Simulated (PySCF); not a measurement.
# C2H6O, SMILES `COC`: electronic structure

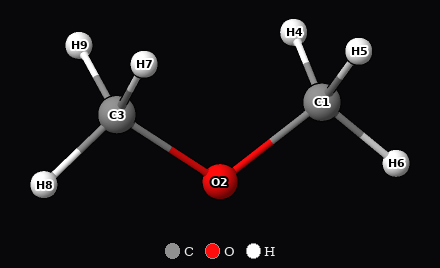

The molecule, with its atoms numbered as below. No frequency check shows the geometry to be a minimum.

Geometry (Å), atoms numbered from 1:

```
C1      -1.1695    0.1940    0.0006
O2      -0.0000   -0.5820   -0.0000
C3       1.1695    0.1940   -0.0006
H4      -1.2239    0.8324    0.8920
H5      -1.2248    0.8324   -0.8907
H6      -2.0067   -0.5008   -0.0025
H7       1.2239    0.8323   -0.8920
H8       2.0067   -0.5008    0.0025
H9       1.2249    0.8323    0.8907
```

### 1. Bonding charge

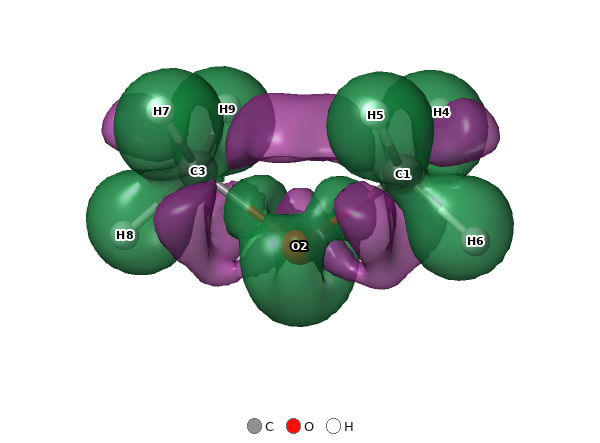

Deformation density (molecule less spherical, spin-averaged free atoms at the same positions), surfaces at ±0.07 e/Å³; green: gain, purple: loss.

Computed with PySCF, PBE0/def2-TZVP, geometry: GFN2-xTB.

**How much density has each bond gained at its critical point, relative to the free atoms?**

C1–H6 and C3–H8: +0.77 e/Å³ at the bond critical point (bond length 1.09 Å, Mayer order 1.0). C3–H9, C1–H4, C3–H7 and C1–H5: +0.74 e/Å³ at the bond critical point (bond length 1.10 Å, Mayer order 1.0). C1–O2 and O2–C3: +0.15 e/Å³ at the bond critical point (bond length 1.40 Å, Mayer order 1.0). In all, 2.0 electrons gather in the regions of gain relative to the promolecule. A small or negative value marks a very polar bond, one between electron-rich atoms, whose free-atom densities already overlap strongly, a long bond to a heavier atom, or a closed-shell contact such as a hydrogen bond.

**Where do the Hirshfeld charges lie?**

The highest Hirshfeld charge is on H6 and H8 (+0.05 e), the lowest on O2 (−0.15 e).

| atom | charge (e) |
| --- | --- |
| C1 | −0.05 |
| O2 | −0.15 |
| C3 | −0.05 |
| H4 | +0.04 |
| H5 | +0.04 |
| H6 | +0.05 |
| H7 | +0.04 |
| H8 | +0.05 |
| H9 | +0.04 |

### 2. Bond critical points

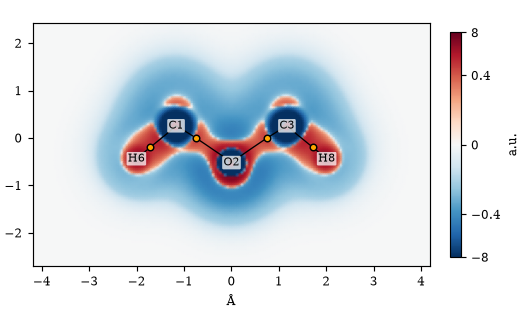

Negative Laplacian of the density (−∇²ρ) in the plane of C1, O2, C3, H6 and H8 (red positive, blue negative, colour scale in a.u., logarithmic beyond ±0.04), with bond paths and bond critical points (dots).

**At which bond critical points in this plane is charge locally concentrated, and at which depleted?**

Concentrated (∇²ρ < 0): C1–H6 and C3–H8 (−1.03 a.u.); C1–O2 and O2–C3 (−0.60 a.u.). At none is it depleted.

**Where along C1–O2 does the critical point lie?**

0.50 Å from C1 and 0.91 Å from O2.

### 3. Local ionisation energy

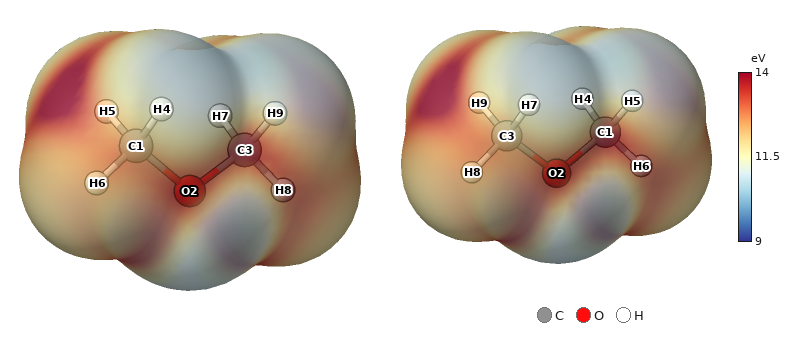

Average local ionisation energy on the surface of electron density 0.001 a.u. (back view left, front view right).

**Locate the minima of the map.**

The lowest value is 10.0 eV, 1.8 Å from O2, and at like points elsewhere. Further minima include 10.6 eV, 1.5 Å from H9; 11.7 eV, 1.3 Å from H8, and at like points elsewhere. For comparison, the highest occupied orbital lies at −7.4 eV.

**What volume does the surface enclose, and what is the dipole moment?**

About 77 Å³; the dipole moment is 1.2 D.

### 4. In an electric field

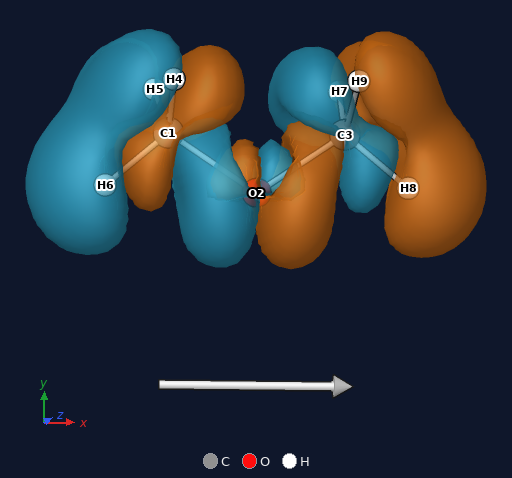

Change of the electron density in a uniform field of 0.21 V/Å along +x (arrow), surfaces at ±0.001 e/Å³ (light blue: gain, orange: loss).

Method: PBE0/def2-TZVP; geometry: GFN2-xTB; program: PySCF. A basis without diffuse functions makes polarisabilities too small.

**How large is the response?**

The induced dipole is 0.36 D (along the field); α along this axis, from the fields in both directions, is 35 bohr³ (5.2 Å³).

**Which atoms gain and lose the most charge?**

Electrons gather most on H6 (Hirshfeld charge changes by −0.007 e) and leave H8 most (+0.007 e); 0.037 electrons are displaced in all.

### 5. Removing or adding an electron

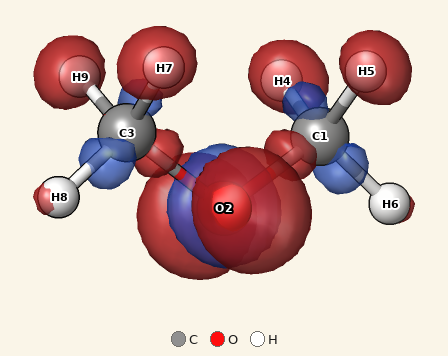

Fukui function f⁻ = ρ(N) − ρ(N−1) at fixed geometry, surfaces at ±0.06 e/Å³ (red positive, blue negative).

Level of theory: PBE0/def2-TZVP (PySCF), at a geometry from GFN2-xTB.

**On which atoms does the density change most on removal of an electron?**

f⁻ (Hirshfeld-condensed) is largest on O2 (0.34); the vertical ionisation energy is 9.86 eV. Condensed values hint at sites of electrophilic attack but needn't mark the atom that reacts. Orbital relaxation makes it negative in places (0.22 e in all).

| atom | f⁻ | charge |
| --- | --- | --- |
| C1 | +0.09 | −0.05 |
| O2 | +0.34 | −0.15 |
| C3 | +0.09 | −0.05 |
| H4 | +0.09 | +0.04 |
| H5 | +0.09 | +0.04 |
| H6 | +0.06 | +0.05 |
| H7 | +0.09 | +0.04 |
| H8 | +0.06 | +0.05 |
| H9 | +0.09 | +0.04 |

The PySCF runs shown took 9.1 s, 23 s and 2.1 min on 1 thread of Intel(R) Xeon(R) Platinum 8375C CPU @ 2.90GHz (Ice Lake), with other jobs on the host.
